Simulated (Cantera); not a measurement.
Input: 1 mol CH₃SiH₃, 0.65 mol C₃H₈, a varied amount of H₂, at 998 K and 100000 Pa.

These are equilibrium values from Cantera (NASA tables, ideal gas, pure condensed phases), not measurements of a reactor. Candidate condensed phases: C, C₆H₆, C₇H₈, C₈H₁₈, Si, SiC; 87 gas species. The feed counts by its element totals alone. The numbers say what is thermodynamically allowed, not how fast it happens.

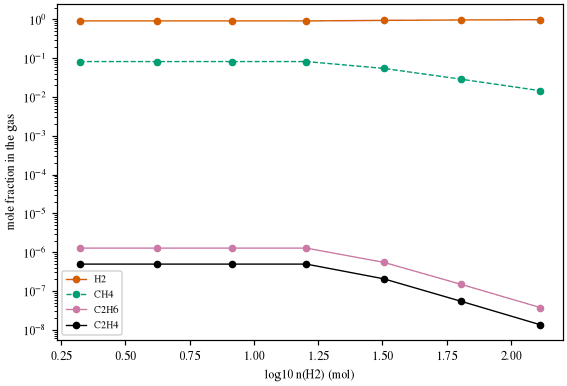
Figure. Equilibrium gas composition (values under 1e-9 drawn at 1e-9)

Read off the mole fractions at 64 mol H₂.

H₂ about 0.97, CH₄ about 0.029, C₂H₆ about 1.5e-7, C₂H₄ about 5.4e-8.
